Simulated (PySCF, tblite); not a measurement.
# C7H13PSi: geometry, infrared bands and NMR shifts

What infrared bands and NMR shifts should C7H13PSi (`CCP1C=CC([SiH3])C=C1`) show?

Computed with tblite 0.8.0 and PySCF 2.14.0, with density-fitted response routines of our own, on a single molecule in the gas phase. Atoms count from 0, in the outputs and in this text.

## Step 1: The starting structure

22 atoms, charge 0, multiplicity 1; geometry from: force field or distance geometry start.

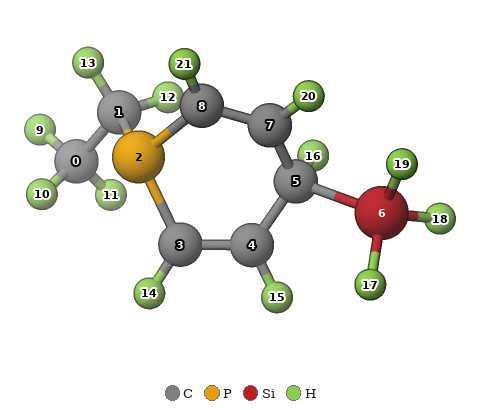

As it starts; carbon grey, phosphorus amber, silicon red, hydrogen green, atoms numbered; sticks join atoms by distance.

## Step 2: Relaxing the molecule with GFN2-xTB

The job: settings as JSON, then the geometry in Å.

```
{"job": {"kind": "relax", "xc": "GFN2-xTB", "basis": "xTB"}, "charge": 0, "multiplicity": 1}
C     -3.283000    -0.678300     0.676900
C     -2.468700    -0.044200    -0.435600
P     -1.150300     1.040800     0.267500
C     -0.089200     0.205500     1.505300
C      1.039100    -0.337400     1.027800
C      1.444800    -0.289600    -0.376500
Si     3.335600    -0.399900    -0.382800
C      1.148400     0.918600    -1.147200
C      0.040900     1.647000    -1.019300
H     -4.350700    -0.857500     0.348900
H     -3.313100     0.061700     1.511800
H     -2.850000    -1.621100     1.005000
H     -2.067300    -0.877400    -1.053400
H     -3.152600     0.546700    -1.086200
H     -0.359100     0.149000     2.563000
H      1.675000    -0.835800     1.764700
H      1.116700    -1.158200    -0.979400
H      3.861300    -0.041700     0.966600
H      3.800700    -1.758200    -0.717500
H      3.890200     0.575900    -1.334300
H      1.873400     1.247600    -1.899500
H     -0.152400     2.525900    -1.607300
```

Launch:

```sh
> OMP_NUM_THREADS=1 python probes_run.py task.json out
```

The driver reads the jobs from task.json and runs them one after another.

**Question.** This job is followed by: GFN2-xTB harmonic vibrations, gas phase; GIAO PBE0/pcSseg-1 NMR shielding, non-relativistic, gas phase. What will the session give for the following? strongest single infrared mode (GFN2-xTB); zero-point energy (GFN2-xTB); ¹³C shifts against TMS (PBE0/pcSseg-1, means over atoms taken as alike); ¹H shifts against TMS (PBE0/pcSseg-1, means over atoms taken as alike); ³¹P shifts against H3PO4 (PBE0/pcSseg-1); ²⁹Si shifts against TMS (PBE0/pcSseg-1).

**Answer**, as computed:

| quantity | value |
| --- | --- |
| strongest single infrared mode (GFN2-xTB) | 2260 cm⁻¹, 387 km/mol |
| zero-point energy (GFN2-xTB) | 107.4 kcal/mol |
| ¹³C shifts against TMS (PBE0/pcSseg-1, means over atoms taken as alike) | 137.4, 132.7, 34.0, 28.6, 12.8 ppm |
| ¹H shifts against TMS (PBE0/pcSseg-1, means over atoms taken as alike) | 6.56, 6.19, 3.74, 3.10, 1.67, 1.30 ppm |
| ³¹P shifts against H3PO4 (PBE0/pcSseg-1) | -74.3 ppm |
| ²⁹Si shifts against TMS (PBE0/pcSseg-1) | -88.0 ppm |

What this shows: Relaxing lowered the energy by 1.520 eV in 190 steps; the close pair that moved most is P2–C8, from 1.855 to 1.812 Å. All 60 modes are real, so the xTB geometry is a minimum. Unscaled tight-binding wavenumbers are off by several per cent, some by more. Its intensities can rank the bands wrongly.
